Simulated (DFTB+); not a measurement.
Si₂H₄OF: geometry relaxation

System: Si₂H₄OF, multiplicity 2.
Method: GFN1-xTB, R-SCC, dispersion built in (DFTB+ 25.1).

The geometry comes from this level: GFN2-xTB.

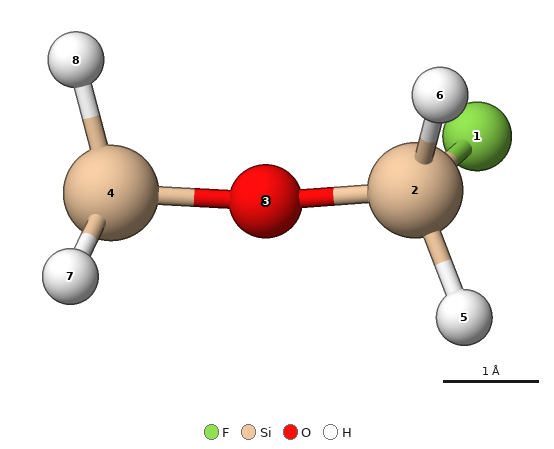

Fig. 1: The structure as given in the input (ball-and-stick view, seen at a tilt; atoms are numbered from 1 in the order of the input). Bond lengths as drawn: F–Si 1.60 Å, H–Si 1.45 to 1.46 Å and O–Si 1.60 to 1.63 Å.

**Key numbers**

```json
{"quantity": "outcome", "value": "converged"}
{"quantity": "Mermin free energy", "value": "−15.874247 hartree"}
{"quantity": "basis functions", "value": "34"}
{"quantity": "largest force", "value": "0.530 eV/Å"}
{"quantity": "dipole moment", "value": "1.21 D"}
{"quantity": "hardware", "value": "1 thread of Intel Xeon @ 2.90GHz (Ice Lake), 32 GiB of memory available, shared host"}
{"quantity": "peak memory", "value": "0.072 GiB"}
```

**Notes**

Settings chosen away from the usual ones: gtol. These settings are looser than, or depart from, a standard set-up, so the numbers are not reference values for this system. Further notes kept with the run: no spin polarisation.

**Input (dftb_in.hsd)**
```
Geometry = GenFormat {
  8 C
  F Si O H
     1  1      0.048730      1.973920      1.437040
     2  2      0.390950      1.259780      0.042840
     3  3     -0.400890     -0.133900      0.052040
     4  2     -0.860960     -1.695930     -0.020950
     5  4     -0.170610      2.083020     -1.008170
     6  4      1.823750      1.030760      0.057850
     7  4     -0.832250     -2.059590     -1.430500
     8  4      0.001270     -2.458070      0.869850
}

Driver = GeometryOptimisation {
  Optimiser = Rational {}
  MaxSteps = 200
  Convergence = {
    GradElem = 0.01
  }
  AppendGeometries = Yes
}

Hamiltonian = xTB {
  Method = "GFN1-xTB"
  Charge = 0
  SCCTolerance = 1e-08
  Filling = Fermi {
    Temperature [Kelvin] = 300
  }
  SpinPolarisation = Colinear {
    UnpairedElectrons = 1
  }
  SpinConstants = {
    ShellResolvedSpin = No
    F = 0.0
    Si = 0.0
    O = 0.0
    H = 0.0
  }
}

Analysis = {
  PrintForces = Yes
}

Options = {
  WriteResultsTag = Yes
}

ParserOptions = {
  ParserVersion = 14
}
```

Command:
```bash
dftb+ > output.log
```

**The program's output**
```
|  DFTB+ development version (commit: a23bfb2)

Reading input file 'dftb_in.hsd'
Parser version: 14

--------------------------------------------------------------------------------

Processed input in HSD format written to 'dftb_pin.hsd'

Starting initialization...
--------------------------------------------------------------------------------
OpenMP threads:              1
Chosen random seed:          1866415630
Current stacksize:           unlimited
Mode:                        Geometry optimisation relaxation
Self consistent charges:     Yes
SCC-tolerance:                 0.100000E-07
Max. scc iterations:                    100
Shell resolved Hubbard:      Yes
Spin polarisation:           Yes
Nr. of up electrons:            13.000000
Nr. of down electrons:          12.000000
Periodic boundaries:         No
Electronic solver:           Relatively robust
Mixer:                       Broyden mixer
Mixing parameter:                  0.200000
Nr. of chrg. vec. in memory:            100
Max. SCC-cycles:                        100
Max. nr. of geometry steps:             200
tblite library version:      0.3.0
-> parametrization:          GFN1-xTB
-> repulsion:                Yes
-> dispersion:               Yes
-> halogen bonding:          Yes
-> electrostatics:           Yes
   -> isotropic:             Yes
   -> anisotropic:           No
   -> third-order:           Yes
Electronic temperature:              0.950045E-03 H      0.258520E-01 eV
Initial charges:             Set automatically (system chrg:   0.000E+00)
Included shells:             F:  s, p
                            Si:  s, p, d
                             O:  s, p
                             H:  s, s2
Spin coupling constants:     F   1(s)-1(s):   0.000000E+00
                             F   1(s)-2(p):   0.000000E+00
                             F   2(p)-1(s):   0.000000E+00
                             F   2(p)-2(p):   0.000000E+00
                             Si  1(s)-1(s):   0.000000E+00
                             Si  1(s)-2(p):   0.000000E+00
                             Si  1(s)-3(d):   0.000000E+00
                             Si  2(p)-1(s):   0.000000E+00
                             Si  2(p)-2(p):   0.000000E+00
                             Si  2(p)-3(d):   0.000000E+00
                             Si  3(d)-1(s):   0.000000E+00
                             Si  3(d)-2(p):   0.000000E+00
                             Si  3(d)-3(d):   0.000000E+00
                             O   1(s)-1(s):   0.000000E+00
                             O   1(s)-2(p):   0.000000E+00
                             O   2(p)-1(s):   0.000000E+00
                             O   2(p)-2(p):   0.000000E+00
                             H   1(s)-1(s):   0.000000E+00
                             H   1(s)-2(s):   0.000000E+00
                             H   2(s)-1(s):   0.000000E+00
                             H   2(s)-2(s):   0.000000E+00
Extra options:
                             Mulliken analysis
                             Force calculation
Force type                   original

--------------------------------------------------------------------------------

***  Geometry step: 0

 iSCC Total electronic   Diff electronic      SCC error
    1   -0.15778507E+02    0.00000000E+00    0.64836918E+00
    2   -0.15277078E+02   -0.15778507E+02    0.99812743E+00
    3   -0.15899407E+02    0.50142896E+00    0.14723439E+00
    4   -0.15944121E+02   -0.62232891E+00    0.68727113E-01
    5   -0.15952391E+02   -0.44713624E-01    0.10657830E-01
    6   -0.15952445E+02   -0.82707291E-02    0.73277680E-02
    7   -0.15952450E+02   -0.53762479E-04    0.50133129E-02
    8   -0.15952451E+02   -0.46874878E-05    0.34105425E-02
    9   -0.15952477E+02   -0.16393082E-05    0.14176842E-03
   10   -0.15952477E+02   -0.25699467E-04    0.41017188E-03
   11   -0.15952477E+02    0.19246653E-06    0.14481398E-03
   12   -0.15952477E+02   -0.22155235E-06    0.44993457E-04
   13   -0.15952477E+02   -0.30589247E-07    0.88537967E-05
   14   -0.15952477E+02   -0.32424570E-08    0.25042083E-05
   15   -0.15952477E+02   -0.10969892E-09    0.46493925E-06
   16   -0.15952477E+02   -0.10995649E-10    0.26024033E-06
   17   -0.15952477E+02   -0.26290081E-12    0.12391415E-07
   18   -0.15952477E+02   -0.13322676E-12    0.33313161E-08

Total Energy:                      -15.8687994731 H         -431.8120 eV
Extrapolated to 0K:                -15.8687994731 H         -431.8120 eV
Total Mermin free energy:          -15.8687994731 H         -431.8120 eV
Force related energy:              -15.8687994731 H         -431.8120 eV

total energy  -1.5868799E+01 H       energy change -1.5868799E+01 H
gradient norm  5.0741042E-02 H/a0    max. gradient  3.1367835E-02 H/a0
step length    0.0000000E+00 a0      max. step      0.0000000E+00 a0

--------------------------------------------------------------------------------

***  Geometry step: 1

 iSCC Total electronic   Diff electronic      SCC error
    1   -0.15952501E+02    0.00000000E+00    0.60660529E-02
    2   -0.15952555E+02   -0.23533674E-04    0.27963639E-02
    3   -0.15952574E+02   -0.54812638E-04    0.11503737E-02
    4   -0.15952574E+02   -0.18624676E-04    0.84598086E-03
    5   -0.15952574E+02   -0.33032006E-06    0.21380934E-03
    6   -0.15952574E+02   -0.46555691E-07    0.10238161E-03
    7   -0.15952574E+02   -0.18595525E-08    0.14473433E-04
    8   -0.15952574E+02   -0.13856436E-08    0.33720546E-05
    9   -0.15952574E+02   -0.10661694E-10    0.74766142E-06
   10   -0.15952574E+02   -0.70912165E-11    0.16597392E-06
   11   -0.15952574E+02   -0.70166095E-12    0.70966001E-07
   12   -0.15952574E+02    0.35527137E-14    0.93384799E-08

Total Energy:                      -15.8708698798 H         -431.8683 eV
Extrapolated to 0K:                -15.8708698798 H         -431.8683 eV
Total Mermin free energy:          -15.8708698798 H         -431.8683 eV
Force related energy:              -15.8708698798 H         -431.8683 eV

total energy  -1.5870870E+01 H       energy change -2.0704067E-03 H
gradient norm  3.3588981E-02 H/a0    max. gradient  2.2755488E-02 H/a0
step length    5.0611070E-02 a0      max. step      3.1287487E-02 a0

--------------------------------------------------------------------------------

***  Geometry step: 2

 iSCC Total electronic   Diff electronic      SCC error
    1   -0.15950896E+02    0.00000000E+00    0.14590458E-01
    2   -0.15951045E+02    0.16784323E-02    0.97718306E-02
    3   -0.15951087E+02   -0.14869825E-03    0.43213200E-02
    4   -0.15951088E+02   -0.42159748E-04    0.18598152E-02
    5   -0.15951089E+02   -0.12085207E-05    0.50692216E-03
    6   -0.15951089E+02   -0.49309462E-06    0.24596056E-03
    7   -0.15951089E+02   -0.16832225E-09    0.20311080E-04
    8   -0.15951089E+02   -0.73354478E-08    0.77008648E-05
    9   -0.15951089E+02   -0.18287594E-09    0.89327763E-06
   10   -0.15951089E+02   -0.48620663E-10    0.80362428E-06
   11   -0.15951089E+02   -0.35171865E-12    0.14230002E-06
   12   -0.15951089E+02   -0.18829382E-12    0.72491219E-08

Total Energy:                      -15.8730132394 H         -431.9267 eV
Extrapolated to 0K:                -15.8730132394 H         -431.9267 eV
Total Mermin free energy:          -15.8730132394 H         -431.9267 eV
Force related energy:              -15.8730132394 H         -431.9267 eV

total energy  -1.5873013E+01 H       energy change -2.1433597E-03 H
gradient norm  2.1103130E-02 H/a0    max. gradient  1.1447957E-02 H/a0
step length    1.0513107E-01 a0      max. step      6.9000384E-02 a0

--------------------------------------------------------------------------------

***  Geometry step: 3

 iSCC Total electronic   Diff electronic      SCC error
    1   -0.15949554E+02    0.00000000E+00    0.81779014E-02
    2   -0.15949562E+02    0.15349564E-02    0.58631545E-02
    3   -0.15949564E+02   -0.82204940E-05    0.18524765E-02
    4   -0.15949564E+02   -0.16861242E-05    0.56915591E-03
    5   -0.15949564E+02   -0.56673140E-06    0.29424984E-03
    6   -0.15949564E+02   -0.38306451E-07    0.68838676E-04
    7   -0.15949564E+02   -0.37038657E-08    0.21687207E-04
    8   -0.15949564E+02   -0.51976023E-09    0.31414714E-05
    9   -0.15949564E+02   -0.25040769E-09    0.13718236E-05
   10   -0.15949564E+02   -0.97397646E-11    0.20719824E-06
   11   -0.15949564E+02   -0.40678572E-12    0.77743358E-07
   12   -0.15949564E+02   -0.24868996E-13    0.12932586E-08

Total Energy:                      -15.8735930122 H         -431.9424 eV
Extrapolated to 0K:                -15.8735930122 H         -431.9424 eV
Total Mermin free energy:          -15.8735930122 H         -431.9424 eV
Force related energy:              -15.8735930122 H         -431.9424 eV

total energy  -1.5873593E+01 H       energy change -5.7977280E-04 H
gradient norm  1.9180797E-02 H/a0    max. gradient  1.0402252E-02 H/a0
step length    4.9302416E-02 a0      max. step      3.6053422E-02 a0

--------------------------------------------------------------------------------

***  Geometry step: 4

 iSCC Total electronic   Diff electronic      SCC error
    1   -0.15947224E+02    0.00000000E+00    0.11203839E-01
    2   -0.15947233E+02    0.23403834E-02    0.83226141E-02
    3   -0.15947235E+02   -0.90285379E-05    0.20669276E-02
    4   -0.15947236E+02   -0.26547555E-05    0.48095947E-03
    5   -0.15947236E+02   -0.79885252E-06    0.35474924E-03
    6   -0.15947236E+02   -0.14513584E-06    0.12917648E-03
    7   -0.15947236E+02   -0.41183661E-08    0.26916328E-04
    8   -0.15947236E+02   -0.12885941E-08    0.59942789E-05
    9   -0.15947236E+02   -0.38036063E-09    0.30431109E-05
   10   -0.15947236E+02   -0.42453152E-10    0.14653689E-06
   11   -0.15947236E+02   -0.58086869E-12    0.55572910E-07
   12   -0.15947236E+02   -0.24868996E-13    0.26956973E-08

Total Energy:                      -15.8742467911 H         -431.9602 eV
Extrapolated to 0K:                -15.8742467911 H         -431.9602 eV
Total Mermin free energy:          -15.8742467911 H         -431.9602 eV
Force related energy:              -15.8742467911 H         -431.9602 eV

total energy  -1.5874247E+01 H       energy change -6.5377881E-04 H
gradient norm  1.5574534E-02 H/a0    max. gradient  8.7321410E-03 H/a0
step length    7.4090708E-02 a0      max. step      5.0653792E-02 a0

Geometry converged

--------------------------------------------------------------------------------
--------------------------------------------------------------------------------
SCC                                    +       0.08 ( 75.5%)       0.08 ( 75.0%)
Post-SCC processing                    +       0.02 ( 15.4%)       0.02 ( 14.8%)
--------------------------------------------------------------------------------
Missing                                +       0.01 (  9.0%)       0.01 ( 10.2%)
Total                                  =       0.10 (100.0%)       0.11 (100.0%)
--------------------------------------------------------------------------------
```

**Trajectory as extended XYZ (Å, eV, eV/Å), 5 frames, from step=0 to step=4**
```
8
Properties=species:S:1:pos:R:3 step=0 energy=-431.81203
F     0.0487    1.9739    1.4370
Si    0.3910    1.2598    0.0428
O    -0.4009   -0.1339    0.0520
Si   -0.8610   -1.6959   -0.0209
H    -0.1706    2.0830   -1.0082
H     1.8237    1.0308    0.0578
H    -0.8323   -2.0596   -1.4305
H     0.0013   -2.4581    0.8699
8
Properties=species:S:1:pos:R:3 step=1 energy=-431.86837
F     0.0507    1.9739    1.4329
Si    0.3965    1.2763    0.0476
O    -0.4007   -0.1406    0.0499
Si   -0.8750   -1.7039   -0.0176
H    -0.1691    2.0826   -1.0066
H     1.8214    1.0316    0.0575
H    -0.8285   -2.0611   -1.4313
H     0.0048   -2.4590    0.8677
8
Properties=species:S:1:pos:R:3 step=2 energy=-431.92669
F     0.0545    1.9781    1.4282
Si    0.4044    1.3026    0.0553
O    -0.3934   -0.1483    0.0440
Si   -0.9116   -1.7230   -0.0088
H    -0.1657    2.0831   -1.0035
H     1.8168    1.0344    0.0566
H    -0.8184   -2.0656   -1.4325
H     0.0135   -2.4613    0.8607
8
Properties=species:S:1:pos:R:3 step=3 energy=-431.94247
F     0.0558    1.9841    1.4306
Si    0.4058    1.3077    0.0560
O    -0.3873   -0.1523    0.0402
Si   -0.9306   -1.7295   -0.0037
H    -0.1640    2.0848   -1.0026
H     1.8153    1.0364    0.0561
H    -0.8124   -2.0688   -1.4316
H     0.0175   -2.4623    0.8551
8
Properties=species:S:1:pos:R:3 step=4 energy=-431.96026
F     0.0576    1.9961    1.4365
Si    0.4042    1.3071    0.0562
O    -0.3762   -0.1597    0.0340
Si   -0.9574   -1.7348    0.0038
H    -0.1616    2.0892   -1.0020
H     1.8142    1.0404    0.0553
H    -0.8029   -2.0747   -1.4277
H     0.0221   -2.4636    0.8439
```

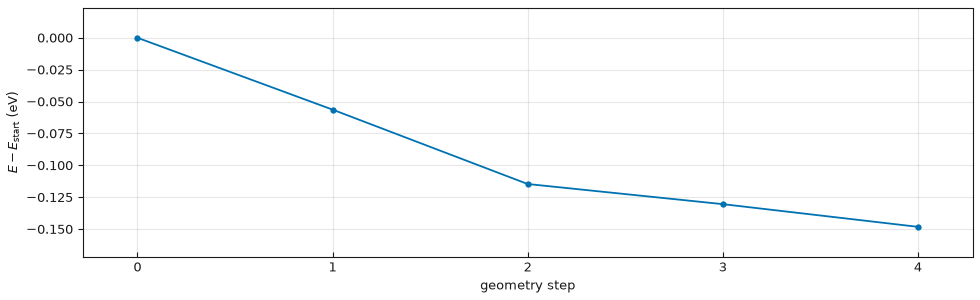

Fig. 2: Progress of the relaxation, step by step (steps are counted from 0).

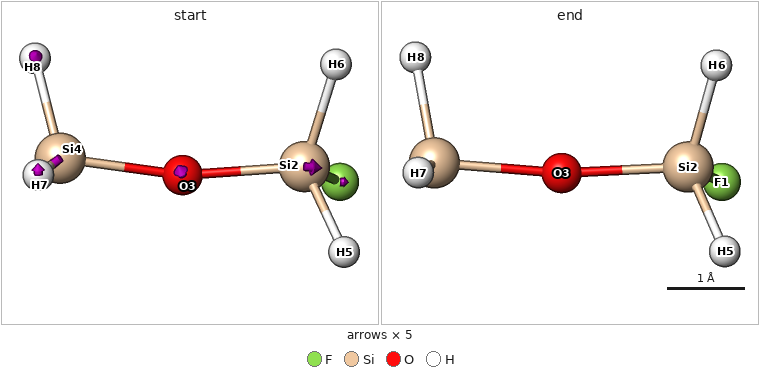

Fig. 3: Before (left) and after (right) the relaxation, at one scale (ball-and-stick view, seen at a tilt). The pink arrows give the displacements, magnified 5 times. After 4 geometry steps the energy has fallen by 0.148 eV. The largest move after the best rigid fit is that of Si4, 0.11 Å. By element the largest moves are Si 0.11 Å, O 0.04 Å, H 0.03 Å, F 0.02 Å. Distances before and after: Si2–O3 1.603 → 1.662 Å, O3–Si4 1.630 → 1.679 Å, Si4–H7 1.456 → 1.479 Å, F1–Si2 1.603 → 1.581 Å. Among the angles that change: Si2–O3–Si4 166.5° → 172.2°, H7–Si4–H8 116.8° → 111.5°, O3–Si4–H8 107.9° → 102.8°. (Atoms are counted from 1 in the order of the input.)
